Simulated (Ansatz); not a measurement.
# MgH2: energies, forces and stress near the listed structure

Aim: see how energy, forces, stress and gap of MgH2 answer to moves of single atoms, swapped elements, distortions that keep the symmetry. Nothing is relaxed unless a step says so.

Program: Ansatz 0.2.0. Level of theory: DFT PBEsol, scalar-relativistic, plane waves, PAW. These are calculated values, not measurements.

### 1 The structure to begin with

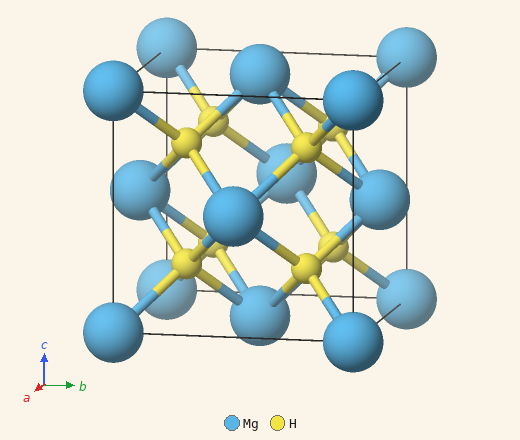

The starting structure, seen slightly off an axis (magnesium blue, hydrogen yellow). Atoms on the faces are drawn again on the opposite ones. The cell drawn here is the conventional one.

Structure file:

```cif
data_structure
_symmetry_space_group_name_H-M 'P 1'
_symmetry_Int_Tables_number 1
_cell_length_a 3.3673
_cell_length_b 3.3673
_cell_length_c 3.3673
_cell_angle_alpha 60.000
_cell_angle_beta 60.000
_cell_angle_gamma 60.000
_cell_volume 27.00
loop_
_atom_site_label
_atom_site_type_symbol
_atom_site_fract_x
_atom_site_fract_y
_atom_site_fract_z
_atom_site_occupancy
Mg1 Mg 0.00000 0.00000 0.00000 1
H1 H 0.75000 0.75000 0.75000 1
H2 H 0.25000 0.25000 0.25000 1
```

The structure comes from the Materials Project (structure only).

### 2 One element swapped, cell strained: Mg → Cd, first probe

Against the listed cell: Cd takes all sites of Mg, and lengths are scaled by 1.009 as a first guess of the size; strain xx, yy, zz, yz, xz, xy = +2.0, +2.0, +2.0, +0.0, +0.0, +0.0 %.

The input, input.yaml:

```yaml
crystal:
  lattice:
    - [0.0, 2.4504638971, 2.4504638971]
    - [2.4504638971, 0.0, 2.4504638971]
    - [2.4504638971, 2.4504638971, 0.0]
  atoms:
    - { symbol: Cd, position: [0.0, 0.0, 0.0] }
    - { symbol: H, position: [0.75, 0.75, 0.75] }
    - { symbol: H, position: [0.25, 0.25, 0.25] }
basis:
  ecutwfc: 420
kpoints:
  mp_grid: { grid: [6, 6, 6] }
hamiltonian:
  xc: pbesol
scf:
  occupations: { method: gaussian, width: 0.1 }
output:
  forces: true
  stress: true
  eigenvalues: true
```

The run is started by

```sh
ansatz run input.yaml --threads 1 --pin off --max-ram 1331MiB --backend cpu --events-out ev --progress --plain --runs-dir out
```

Standard output, shortened:

```text
[...]
SCF converged after 6 iterations
Free energy (F): -8213.755125 eV
[...]
E sigma→0 (E₀):  -8213.753229 eV
Entropy (-TS):   -0.003793 eV (-1.264 meV/atom)
Fermi energy:    11.158200 eV
[...]
--- Forces (eV/Å), atoms counted from 1 ---
  atom   1  Cd    -0.00000000     0.00000000    -0.00000000
  atom   2  H      0.00000000     0.00000000    -0.00000000
  atom   3  H      0.00000000     0.00000000    -0.00000000
[...]
--- Stress (GPa, compression-positive) ---
        4.710797      -0.000000      -0.000000
        0.000000       4.710797      -0.000000
       -0.000000       0.000000       4.710797
  P = ⅓ Tr σ = 4.7108 GPa (47.108 kbar)
--- Band table (eV; the first three rows and the last of 16) ---
  k-point 0: bands = ["-91.7575", "-52.8534", "-52.8534", "-52.8534", "0.4158", "1.9387", "1.9387", "1.9387", "2.2859", "2.2859", "11.2358", "21.9298", "21.9298", "21.9298", "22.3175"]
[...]
```

It took 2.6 s on 1 thread of an x86-64 CPU, shared host; peak memory 0.29 GiB.

### 3 Substitution of an element, cell strained: Mg → Cd

Edit input.yaml of step 2 so:

```diff
@@ -12,3 +12,3 @@
 kpoints:
-  mp_grid: { grid: [6, 6, 6] }
+  mp_grid: { grid: [14, 14, 14] }
 hamiltonian:
@@ -21 +21,2 @@
   eigenvalues: true
+  populations: true
```

The run is started by

```sh
ansatz run input.yaml --threads 1 --pin off --max-ram 1331MiB --backend cpu --events-out ev --progress --plain --runs-dir out
```

Standard output, shortened:

```text
Warning: RAYON_NUM_THREADS=1 ignored (pool sized by the plan → 1); use --threads N
[...]
Pseudopotentials: kind: paw
Pseudopotential: Cd, paw, valence charge 20, recommended cutoff 420 eV (normal), Cd.paw.azcp
Pseudopotential: H, paw, valence charge 1, recommended cutoff 420 eV (normal), H.paw.azcp
Functional definition: PBEsol
[...]
Crystal: 3 atoms, lattice volume = 29.429 Å³
Basis set: ecut = 420 eV, 561 PW (Γ), exchange–correlation on 48×48×48 points (8 copies of the dense FFT grid, shifted against one another)
Bands: 15, of which v1, the nominal top of the filled ones, is band 11 counted from 1 (10 counted from 0)
Symmetry: 48 space group operations
Space group: Fm-3m (ITA 225), of the structure as read, at distance tolerance 3.1e-5 Å
k-points: 104 of 2744
[...]
SCF iter   1: F=—  HF=-8213.741528 eV  |F-HF|=—  |Δ(HF+E_count)|=         —  Δρ=1.30e-2  dr2=3.49e-2  ethr=1.77e-3  ⟨swp⟩=5.4  Hψ=7320  notcnv=0
[...]
SCF converged after 7 iterations
Free energy (F): -8213.731282 eV
[...]
E sigma→0 (E₀):  -8213.729137 eV
Entropy (-TS):   -0.004290 eV (-1.430 meV/atom)
Fermi energy:    10.901456 eV
[...]
--- Forces (eV/Å), atoms counted from 1 ---
  atom   1  Cd    -0.00000000     0.00000000     0.00000000
  atom   2  H      0.00000000    -0.00000000    -0.00000000
  atom   3  H      0.00000000    -0.00000000    -0.00000000
[...]
--- Stress (GPa, compression-positive) ---
        5.310146      -0.000000       0.000000
        0.000000       5.310146       0.000000
       -0.000000      -0.000000       5.310146
  P = ⅓ Tr σ = 5.3101 GPa (53.101 kbar)
--- Band table (eV; the first three rows and the last of 104) ---
  k-point 0: bands = ["-91.7122", "-52.8086", "-52.8086", "-52.8086", "0.3913", "1.9737", "1.9737", "1.9737", "2.3267", "2.3267", "11.1664", "21.9345", "21.9345", "21.9345", "22.2670"]
[...]
--- Löwdin populations: 3 sites ---
  site symbol       q [e]
     0     Cd     18.8180
     1      H      1.5052
     2      H      1.5052
  spilling = 0.007799 (of n_electrons = 22.000000)
```

It took 9.2 s on 1 thread of an x86-64 CPU, shared host; peak memory 0.35 GiB.

Site by site:

```
atom  Löwdin electrons
 Cd1             18.82
  H2              1.51
  H3              1.51
```

The Löwdin counts miss 0.17 of the 22 electrons, which the atomic orbitals do not span, so they are no charges.

### 4 Changing settings: starting moments, spin_polarized true

The input, input.yaml:

```yaml
crystal:
  lattice:
    - [0.0, 2.4504638971, 2.4504638971]
    - [2.4504638971, 0.0, 2.4504638971]
    - [2.4504638971, 2.4504638971, 0.0]
  atoms:
    - { symbol: Cd, position: [0.0, 0.0, 0.0], spin: 0.5 }
    - { symbol: H, position: [0.75, 0.75, 0.75], spin: 0.5 }
    - { symbol: H, position: [0.25, 0.25, 0.25], spin: 1.0 }
basis:
  ecutwfc: 420
kpoints:
  mp_grid: { grid: [14, 14, 14] }
hamiltonian:
  xc: pbesol
scf:
  occupations: { method: gaussian, width: 0.1 }
output:
  forces: true
  eigenvalues: true
  stress: true
magnetization:
  spin_polarized: true
```

The run is started by

```sh
ansatz run input.yaml --threads 1 --pin off --max-ram 1331MiB --backend cpu --events-out ev --progress --plain --runs-dir out
```

Standard output, shortened:

```text
Warning: RAYON_NUM_THREADS=1 ignored (pool sized by the plan → 1); use --threads N
[...]
[... 4 set-up lines as earlier in the session ...]
[...]
Crystal: 3 atoms, lattice volume = 29.429 Å³
Basis set: ecut = 420 eV, 561 PW (Γ), exchange–correlation on 48×48×48 points (8 copies of the dense FFT grid, shifted against one another)
Bands: 16, of which v1, the nominal top of the filled ones, is band 11 counted from 1 (10 counted from 0)
Symmetry: 24 space group operations
Space group: F-43m (ITA 216), of the structure as read, at distance tolerance 3.1e-5 Å
Magnetic group: BNS 216.74 (UNI 1576), of the structure as read, at distance tolerance 3.1e-5 Å
k-points: 104 of 2744 (time reversal used)
[...]
Starting moments: Σ|m| = 2 μB on 3 of 3 sites
[...]
WARN: the starting moments were not kept: the SCF closed with an absolute magnetisation of 3.3e-6 μB, where they sum to 2 μB in size (3 sites). That is at most 0.1 of that sum. Measured as dr2_m measures the in/out step, that magnetisation stands 4.8e-12 eV from none, at or under the [...]
SCF converged after 16 iterations
Magnetization: 0.0000 μB (11.0000 up, 11.0000 down)
Absolute magnetization: 0.0000 μB (∫|ρ↑−ρ↓|, with the PAW one-centre terms)
Spin contamination: 0.0000 ħ² per cell (⟨S²⟩ above its minimum at these occupations)
Per-site moments (μB) at R_I (Å): [(2.934672196317269e-7, 0.8753926442024018), (1.0365616958686276e-6, 0.8753926442024018), (1.4038713144918095e-6, 0.8753926442024018)]
Free energy (F): -8213.731282 eV
[...]
E sigma→0 (E₀):  -8213.729137 eV
Entropy (-TS):   -0.004290 eV (-1.430 meV/atom)
Fermi energy:    10.901459 eV
[...]
--- Forces (eV/Å), atoms counted from 1 ---
  atom   1  Cd     0.00000000    -0.00000000     0.00000000
  atom   2  H      0.00000000     0.00000000     0.00000000
  atom   3  H     -0.00000000     0.00000000     0.00000000
[...]
--- Stress (GPa, compression-positive) ---
        5.310118       0.000000       0.000000
        0.000000       5.310118      -0.000000
        0.000000      -0.000000       5.310118
  P = ⅓ Tr σ = 5.3101 GPa (53.101 kbar)
--- Band table (eV; the first three rows and the last of 208) ---
  k-point 0 ↑: bands = ["-91.7122", "-52.8086", "-52.8086", "-52.8086", "0.3913", "1.9737", "1.9737", "1.9737", "2.3267", "2.3267", "11.1664", "21.9345", "21.9345", "21.9345", "22.2670", "23.6268"]
[...]
```

Run time: 33 s. Hardware: 1 thread of an x86-64 CPU, shared host; peak memory 0.39 GiB.

```
    run     ending  energy change  pressure (GPa)  gap (eV)  force (eV/Å)  cycles   time
 step 3  converged              0             5.3      0.00          0.00       7  9.2 s
variant  converged   0.0 meV/atom             5.3      0.00          0.00      16   33 s
```

With the changed spin polarisation the energy stays within 0.5 meV/atom: no moment survives, so both runs end on the same non-magnetic state.

### 5 A distortion that keeps the symmetry

The change: strain xx, yy, zz, yz, xz, xy = -3.6, -3.6, -3.6, +0.0, +0.0, +0.0 %.

The input, input.yaml:

```yaml
crystal:
  lattice:
    - [0.0, 2.2954678021, 2.2954678021]
    - [2.2954678021, 0.0, 2.2954678021]
    - [2.2954678021, 2.2954678021, 0.0]
  atoms:
    - { symbol: Mg, position: [0.0, 0.0, 0.0] }
    - { symbol: H, position: [0.75, 0.75, 0.75] }
    - { symbol: H, position: [0.25, 0.25, 0.25] }
basis:
  ecutwfc: 420
kpoints:
  mp_grid: { grid: [16, 16, 16] }
hamiltonian:
  xc: pbesol
scf:
  occupations: { method: gaussian, width: 0.1 }
output:
  forces: true
  stress: true
  eigenvalues: true
```

The run is started by

```sh
ansatz run input.yaml --threads 1 --pin off --max-ram 1331MiB --backend cpu --events-out ev --progress --plain --runs-dir out
```

Standard output, shortened:

```text
Warning: RAYON_NUM_THREADS=1 ignored (pool sized by the plan → 1); use --threads N
[...]
[... 1 set-up line as earlier in the session ...]
Pseudopotential: Mg, paw, valence charge 10, recommended cutoff 420 eV (normal), Mg.paw.azcp
[... 2 set-up lines as earlier in the session ...]
[...]
Crystal: 3 atoms, lattice volume = 24.190 Å³
Basis set: ecut = 420 eV, 459 PW (Γ), exchange–correlation on 48×48×48 points (8 copies of the dense FFT grid, shifted against one another)
Bands: 10, of which v1, the nominal top of the filled ones, is band 6 counted from 1 (5 counted from 0)
[... 1 set-up line as earlier in the session ...]
Space group: Fm-3m (ITA 225), of the structure as read, at distance tolerance 2.9e-5 Å
k-points: 145 of 4096
[...]
SCF iter   1: F=—  HF=-1943.584969 eV  |F-HF|=—  |Δ(HF+E_count)|=         —  Δρ=5.26e-3  dr2=4.21e-3  ethr=1.77e-3  ⟨swp⟩=5.0  Hψ=9309  notcnv=0
[...]
SCF iter   6: F=-1943.583041 eV  HF=-1943.583041 eV  |F-HF|=3.31e-10  |Δ(HF+E_count)|=   1.17e-9  Δρ=1.43e-6  dr2=1.52e-10  ethr=1.59e-11  ⟨swp⟩=1.6  Hψ=4447  notcnv=0
[...]
SCF converged after 6 iterations
Free energy (F): -1943.583041 eV
[...]
E sigma→0 (E₀):  -1943.582384 eV
Entropy (-TS):   -0.001315 eV (-0.438 meV/atom)
Fermi energy:    6.580190 eV
[...]
--- Forces (eV/Å), atoms counted from 1 ---
  atom   1  Mg    -0.00000000     0.00000000     0.00000000
  atom   2  H      0.00000000     0.00000000     0.00000000
  atom   3  H      0.00000000    -0.00000000     0.00000000
[...]
--- Stress (GPa, compression-positive) ---
        6.139648      -0.000000       0.000000
        0.000000       6.139648       0.000000
        0.000000      -0.000000       6.139648
  P = ⅓ Tr σ = 6.1396 GPa (61.396 kbar)
--- Band table (eV; the first three rows and the last of 145) ---
  k-point 0: bands = ["-69.2547", "-36.1864", "-36.1864", "-36.1864", "-4.1053", "7.9139", "16.2859", "16.2859", "16.2859", "19.4256"]
[...]
```

Wall time 5.5 s (1 thread of an x86-64 CPU, shared host); peak memory 0.32 GiB.

### 6 Changed: occupations.method methfessel_paxton, occupations.width 0.005

Edit input.yaml of step 5 so:

```diff
@@ -16,6 +16,6 @@
 scf:
-  occupations: { method: gaussian, width: 0.1 }
+  occupations: { method: methfessel_paxton, width: 0.005 }
 output:
   forces: true
+  eigenvalues: true
   stress: true
-  eigenvalues: true
```

The run is started by

```sh
ansatz run input.yaml --threads 1 --pin off --max-ram 1331MiB --backend cpu --events-out ev --progress --plain --runs-dir out
```

Standard output, shortened:

```text
Warning: RAYON_NUM_THREADS=1 ignored (pool sized by the plan → 1); use --threads N
[...]
[... 4 set-up lines as earlier in the session ...]
[...]
Crystal: 3 atoms, lattice volume = 24.190 Å³
Basis set: ecut = 420 eV, 459 PW (Γ), exchange–correlation on 48×48×48 points (8 copies of the dense FFT grid, shifted against one another)
Bands: 10, of which v1, the nominal top of the filled ones, is band 6 counted from 1 (5 counted from 0)
[... 2 set-up lines as earlier in the session ...]
k-points: 145 of 4096
[...]
SCF iter   1: F=—  HF=-1943.583860 eV  |F-HF|=—  |Δ(HF+E_count)|=         —  Δρ=5.37e-3  dr2=4.44e-3  ethr=1.77e-3  ⟨swp⟩=6.0  Hψ=9683  notcnv=0
[...]
SCF converged after 6 iterations
Stability not checked: this state was not tested for a lower state beside it, because cold or Methfessel-Paxton smearing, or corrected tetrahedra, fill the levels in a way that the test cannot read (fill_not_monotonic; see scf.lower_state_search)
Free energy (F): -1943.582177 eV
[...]
E sigma→0 (E₀):  -1943.582175 eV
Entropy (-TS):   -0.000005 eV (-0.002 meV/atom)
Fermi energy:    6.565250 eV
[...]
--- Forces (eV/Å), atoms counted from 1 ---
  atom   1  Mg    -0.00000000     0.00000000    -0.00000000
  atom   2  H     -0.00000000     0.00000000     0.00000000
  atom   3  H      0.00000000    -0.00000000     0.00000000
[...]
--- Stress (GPa, compression-positive) ---
        6.193177       0.000000       0.000000
        0.000000       6.193177       0.000000
        0.000000       0.000000       6.193177
  P = ⅓ Tr σ = 6.1932 GPa (61.932 kbar)
--- Band table (eV; the first three rows and the last of 145) ---
  k-point 0: bands = ["-69.2590", "-36.1906", "-36.1906", "-36.1906", "-4.1004", "7.9238", "16.2890", "16.2890", "16.2890", "19.4274"]
[...]
```

Wall time 8.2 s (1 thread of an x86-64 CPU, shared host); peak memory 0.32 GiB.

```
    run     ending        energy change  pressure (GPa)  gap (eV)  force (eV/Å)  cycles   time
 step 5  converged                    0             6.1      0.00          0.00       6  5.5 s
variant  converged  +0.1 meV/atom (σ→0)             6.2      0.00          0.00       6  8.2 s
```

Changing the smearing hardly moves the energy: +0.1 meV/atom. Cost: 8.2 s against 5.5 s.

### 7 One atom moved

Against the listed cell: atom 1 (Mg) moved by 0.15 Å.

The input, input.yaml:

```yaml
crystal:
  lattice:
    - [0.0, 2.3810671667, 2.3810671667]
    - [2.3810671667, 0.0, 2.3810671667]
    - [2.3810671667, 2.3810671667, 0.0]
  atoms:
    - { symbol: Mg, position: [0.0314984815, -0.0314984815, 0.0314984815] }
    - { symbol: H, position: [0.75, 0.75, 0.75] }
    - { symbol: H, position: [0.25, 0.25, 0.25] }
basis:
  ecutwfc: 420
kpoints:
  mp_grid: { grid: [14, 14, 14] }
hamiltonian:
  xc: pbesol
scf:
  occupations: { method: gaussian, width: 0.1 }
output:
  forces: true
  stress: true
  eigenvalues: true
```

The run is started by

```sh
ansatz run input.yaml --threads 1 --pin off --max-ram 1331MiB --backend cpu --events-out ev --progress --plain --runs-dir out
```

Standard output, shortened:

```text
Warning: RAYON_NUM_THREADS=1 ignored (pool sized by the plan → 1); use --threads N
[...]
[... 4 set-up lines as earlier in the session ...]
[...]
Crystal: 3 atoms, lattice volume = 26.999 Å³
Basis set: ecut = 420 eV, 531 PW (Γ), exchange–correlation on 48×48×48 points (8 copies of the dense FFT grid, shifted against one another)
Bands: 10, of which v1, the nominal top of the filled ones, is band 6 counted from 1 (5 counted from 0)
Symmetry: 8 space group operations
Space group: I4mm (ITA 107), of the structure as read, at distance tolerance 3.0e-5 Å
k-points: 244 of 2744 (time reversal used)
[...]
SCF iter   1: F=—  HF=-1943.586729 eV  |F-HF|=—  |Δ(HF+E_count)|=         —  Δρ=4.44e-3  dr2=3.35e-3  ethr=1.77e-3  ⟨swp⟩=5.0  Hψ=15662  notcnv=0
[...]
SCF iter   6: F=-1943.585226 eV  HF=-1943.585226 eV  |F-HF|=8.80e-9  |Δ(HF+E_count)|=   2.00e-7  Δρ=6.81e-6  dr2=3.69e-9  ethr=8.33e-10  ⟨swp⟩=4.8  Hψ=9904  notcnv=0
[...]
SCF converged after 6 iterations
Free energy (F): -1943.585226 eV
[...]
E sigma→0 (E₀):  -1943.584703 eV
Entropy (-TS):   -0.001047 eV (-0.349 meV/atom)
Fermi energy:    5.598506 eV
[...]
--- Forces (eV/Å), atoms counted from 1 ---
  atom   1  Mg     0.00000000    -0.46397847     0.00000000
  atom   2  H     -0.00000000     0.23198883     0.00000000
  atom   3  H     -0.00000000     0.23198883    -0.00000000
[...]
--- Stress (GPa, compression-positive) ---
       -0.528401       0.000000       0.000000
        0.000000      -0.781805       0.000000
        0.000000       0.000000      -0.528401
  P = ⅓ Tr σ = -0.6129 GPa (-6.129 kbar)
--- Band table (eV; the first three rows and the last of 244) ---
  k-point 0: bands = ["-70.4162", "-37.3542", "-37.3480", "-37.3480", "-4.3394", "6.6566", "14.9003", "14.9003", "14.9642", "17.3606"]
[...]
```

Wall time 18 s (1 thread of an x86-64 CPU, shared host); peak memory 0.38 GiB.

### 8 Changed: ecutwfc 350 eV, chi_scale 0.3

Edit input.yaml of step 7 so:

```diff
@@ -10,3 +10,3 @@
 basis:
-  ecutwfc: 420
+  ecutwfc: "350 eV"
 kpoints:
@@ -17,5 +17,6 @@
   occupations: { method: gaussian, width: 0.1 }
+  initial_density: { chi_scale: 0.3 }
 output:
   forces: true
+  eigenvalues: true
   stress: true
-  eigenvalues: true
```

The run is started by

```sh
ansatz run input.yaml --threads 1 --pin off --max-ram 1331MiB --backend cpu --events-out ev --progress --plain --runs-dir out
```

Standard output, shortened:

```text
Warning: basis.ecutwfc = 350 eV is below the records' recommended 420 eV, and the density's cutoff is lower with it unless basis.ecutrho_ratio is high enough to keep the records' density cutoff: compare with a run at a higher cutoff
Warning: RAYON_NUM_THREADS=1 ignored (pool sized by the plan → 1); use --threads N
[...]
[... 4 set-up lines as earlier in the session ...]
[...]
Crystal: 3 atoms, lattice volume = 26.999 Å³
Basis set: ecut = 350 eV, 411 PW (Γ), exchange–correlation on 48×48×48 points (8 copies of the dense FFT grid, shifted against one another)
Bands: 10, of which v1, the nominal top of the filled ones, is band 6 counted from 1 (5 counted from 0)
[... 2 set-up lines as earlier in the session ...]
k-points: 244 of 2744 (time reversal used)
[...]
SCF iter   1: F=—  HF=-1943.903638 eV  |F-HF|=—  |Δ(HF+E_count)|=         —  Δρ=7.21e-2  dr2=1.09e0  ethr=3.10e-3  ⟨swp⟩=5.0  Hψ=14250  notcnv=0
[...]
SCF iter   6: F=-1943.572197 eV  HF=-1943.572197 eV  |F-HF|=4.79e-9  |Δ(HF+E_count)|=   7.58e-8  Δρ=5.87e-6  dr2=4.62e-9  ethr=8.33e-10  ⟨swp⟩=6.1  Hψ=12797  notcnv=0
[...]
SCF converged after 6 iterations
Free energy (F): -1943.572197 eV
[...]
E sigma→0 (E₀):  -1943.571670 eV
Entropy (-TS):   -0.001055 eV (-0.352 meV/atom)
Fermi energy:    5.599635 eV
[...]
--- Forces (eV/Å), atoms counted from 1 ---
  atom   1  Mg     0.00000000    -0.46718735     0.00000000
  atom   2  H     -0.00000000     0.23361836    -0.00000000
  atom   3  H     -0.00000000     0.23361836    -0.00000000
[...]
--- Stress (GPa, compression-positive) ---
       -0.480955       0.000000       0.000000
        0.000000      -0.743129       0.000000
        0.000000       0.000000      -0.480955
  P = ⅓ Tr σ = -0.5683 GPa (-5.683 kbar)
--- Band table (eV; the first three rows and the last of 244) ---
  k-point 0: bands = ["-70.4194", "-37.3577", "-37.3515", "-37.3515", "-4.3392", "6.6596", "14.9024", "14.9024", "14.9662", "17.3641"]
[...]
```

Run time: 12 s. Hardware: 1 thread of an x86-64 CPU, shared host; peak memory 0.34 GiB.

```
    run     ending  energy change  pressure (GPa)  gap (eV)  force (eV/Å)  cycles  time
 step 7  converged              0            -0.6      0.00          0.46       6  18 s
variant  converged  +4.3 meV/atom            -0.6      0.00          0.47       6  12 s
```

Changing the cutoff and start moves the energy by +4.3 meV/atom. The lower cutoff gives the higher energy: the smaller basis describes the state less well. The log warns that the cutoff is under what these potentials recommend, so the shift is basis error. Cost: 12 s against 18 s. These settings are too coarse to quote as the system's properties.

### 9 Summary of results

| step | case | energy (meV/atom) | pressure (GPa) | largest force (eV/Å) | gap on the mesh (eV) |
| --- | --- | --- | --- | --- | --- |
| 3 | substitution of an element, cell strained: Mg → Cd | n/a | 5.3 | 0.00 | 0.00 |
| 5 | a distortion that keeps the symmetry | +0.0 | 6.1 | 0.00 | 0.00 |
| 7 | one atom moved | -0.8* | -0.6 | 0.46 | 0.00 |

Energies are counted from step 5, with the smearing taken to zero; a star marks another k mesh, which can shift energies by itself, so starred rows don't rank against the others. Other atoms or functionals have another zero of energy (n/a). A gap of 0.00 means none on the mesh at this level.

Among the distorted cells of the listed formula and level the largest force, 0.46 eV/Å, acts on Mg1 in step 7. The distorted cells of the listed formula and level show no gap on the mesh.
